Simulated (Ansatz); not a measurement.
# CH9NSi2 (SMILES C[SiH2]N[SiH3]) at B3LYP/6-31G(d) (Cartesian functions)

What is the energy change on altering one bond length of CH9NSi2 at B3LYP/6-31G* (Cartesian functions)? 

The results are computed with Ansatz 0.2.0.

44 further runs of the same task are left out: 44 set aside as unsound or not needed. Runs told in other sessions of the task aren't counted.

### Step 1. The system as given

The species is CH9NSi2 (13 atoms), meant as a singlet with charge 0. As SMILES, `C[SiH2]N[SiH3]`. The coordinates come from a PBE0-D4/def2-TZVP relaxation. This is one conformer, not always the lowest.

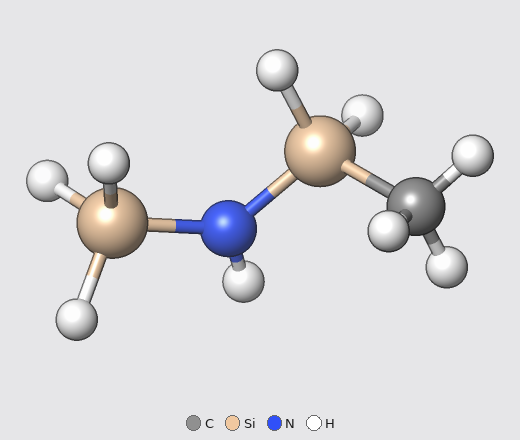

Viewed from a chosen angle; carbon grey, silicon light orange, nitrogen blue, hydrogen white.

### Step 2. The energy at B3LYP/6-31G(d) (Cartesian functions)

input.yaml reads:

```yaml
basis:
  gaussian:
    orbitals: "6-31G*"
crystal:
  periodic: [false, false, false]
  atoms:
    - symbol: C
      position_ang: [0.548000, 2.005600, -0.681400]
    - symbol: Si
      position_ang: [-0.416900, 0.418300, -0.851600]
    - symbol: N
      position_ang: [0.330700, -0.910900, -0.035400]
    - symbol: Si
      position_ang: [-0.254700, -1.802600, 1.318600]
    - symbol: H
      position_ang: [0.048800, 2.818700, -1.215900]
    - symbol: H
      position_ang: [0.644700, 2.292400, 0.368400]
    - symbol: H
      position_ang: [1.553200, 1.899700, -1.098200]
    - symbol: H
      position_ang: [-0.565400, 0.112100, -2.303700]
    - symbol: H
      position_ang: [-1.769200, 0.566800, -0.250900]
    - symbol: H
      position_ang: [1.189600, -1.253400, -0.443100]
    - symbol: H
      position_ang: [-1.238600, -0.954600, 2.037800]
    - symbol: H
      position_ang: [0.874300, -2.146100, 2.226000]
    - symbol: H
      position_ang: [-0.924100, -3.080700, 0.944100]
hamiltonian:
  xc: {name: B3LYP}
accuracy: high
output: {orbitals: {seedname: orbitals}}
```

The run is started by

```sh
$ ansatz run input.yaml --threads 1 --pin off --max-ram 2610MiB --events-out events.jsonl --progress --plain --runs-dir runs
```

Log:

```text
Warning: RAYON_NUM_THREADS=1 ignored (pool sized by the plan → 1); use --threads N
Functional definition: B3LYP
  name "B3LYP"
  parameter a0 = 0.2
  parameter ax = 0.72
  parameter ac = 0.81
  exchange = (1 - a0 - ax)*slater_x + ax*b88_x + a0*exact_x
  correlation = (1 - ac)*vwn_rpa_c + ac*lyp_c
2058 factors; integrals over basis functions are off by at most 3.8e-9 eV
mean field evaluation 1: about -18420.7215 eV, gradient 6.8e1 eV
mean field evaluation 2: about -18408.0211 eV, gradient 9.7e1 eV
mean field evaluation 4: about -18430.1849 eV, gradient 5.5e0 eV
mean field evaluation 8: about -18430.4594 eV, gradient 2.4e-1 eV
mean field evaluation 16: about -18430.4596 eV, gradient 1.3e-5 eV
mean field -18430.45964968 eV, -677.3068995116 hartree, gradient 7.7e-9 eV, S^2 0.000000; 0 other end points of the search recorded, 0 dependent functions left out
reference -18430.45969673 eV, -677.3069012406 hartree; 25, 25 occupied and 61, 61 virtual orbitals, 2058 factors
Total energy: -18430.45969673 eV, -677.3069012406 hartree
```

Run time: 11 s. Hardware: 1 thread of Intel Xeon Platinum 8259CL at 2.50GHz (Skylake/Cascade Lake), shared host; peak memory 0.34 GiB.

### Step 3. The distorted shape at the same level

job.yaml reads:

```yaml
crystal:
  periodic: [false, false, false]
  atoms:
    - {symbol: C, position_ang: [0.290356, 2.108340, -0.559102]}
    - {symbol: Si, position_ang: [-0.674544, 0.521040, -0.729302]}
    - {symbol: "N", position_ang: [0.073056, -0.808160, 0.086898]}
    - {symbol: Si, position_ang: [-0.512344, -1.699860, 1.440898]}
    - {symbol: H, position_ang: [-0.208844, 2.921440, -1.093602]}
    - {symbol: H, position_ang: [0.387056, 2.395140, 0.490698]}
    - {symbol: H, position_ang: [1.295556, 2.002440, -0.975902]}
    - {symbol: H, position_ang: [-0.823044, 0.214840, -2.181402]}
    - {symbol: H, position_ang: [-2.026844, 0.669540, -0.128602]}
    - {symbol: H, position_ang: [1.189600, -1.253400, -0.443100]}
    - {symbol: H, position_ang: [-1.496244, -0.851860, 2.160098]}
    - {symbol: H, position_ang: [0.616656, -2.043360, 2.348298]}
    - {symbol: H, position_ang: [-1.181744, -2.977960, 1.066398]}
basis:
  gaussian:
    orbitals: "6-31G*"
hamiltonian:
  xc: {name: B3LYP}
accuracy: high
output: {orbitals: {seedname: orbitals}}
```

The run is started by

```sh
$ ansatz run job.yaml --threads 1 --pin off --max-ram 2610MiB --events-out events.jsonl --progress --plain --runs-dir runs
```

Log:

```text
Warning: RAYON_NUM_THREADS=1 ignored (pool sized by the plan → 1); use --threads N
[... 7 set-up lines as earlier in the session ...]
2062 factors; integrals over basis functions are off by at most 3.8e-9 eV
mean field evaluation 1: about -18419.3038 eV, gradient 6.8e1 eV
mean field evaluation 2: about -18402.8442 eV, gradient 1.0e2 eV
mean field evaluation 4: about -18429.1003 eV, gradient 5.9e0 eV
mean field evaluation 8: about -18429.3804 eV, gradient 2.6e-1 eV
mean field evaluation 16: about -18429.3806 eV, gradient 1.3e-5 eV
mean field -18429.38059985 eV, -677.2672451615 hartree, gradient 4.8e-8 eV, S^2 0.000000; 0 other end points of the search recorded, 0 dependent functions left out
reference -18429.38064700 eV, -677.2672468944 hartree; 25, 25 occupied and 61, 61 virtual orbitals, 2062 factors
Total energy: -18429.38064700 eV, -677.2672468944 hartree
```

It took 10 s on 1 thread of Intel Xeon Platinum 8259CL at 2.50GHz (Skylake/Cascade Lake), shared host; peak memory 0.33 GiB.

### Step 4. What came out

Level: B3LYP/6-31G* (Cartesian functions).

```
                                                          quantity          value
                                         first shape: total energy  -677.30690 Eh
                                          first shape: HOMO energy       -6.84 eV
                                          first shape: LUMO energy        0.50 eV
                                        first shape: HOMO–LUMO gap        7.35 eV
                                     distorted shape: total energy  -677.26725 Eh
                                      distorted shape: HOMO energy       -6.76 eV
                                      distorted shape: LUMO energy       -0.43 eV
                                    distorted shape: HOMO–LUMO gap        6.34 eV
energy change with the N3–H10 bond stretched from 1.011 to 1.314 Å       1.079 eV
```

**Reading.** With the N3–H10 bond stretched from 1.011 to 1.314 Å the energy rises by 1.08 eV (104 kJ/mol). The first shape isn't relaxed at this level, so the change isn't measured from a minimum.
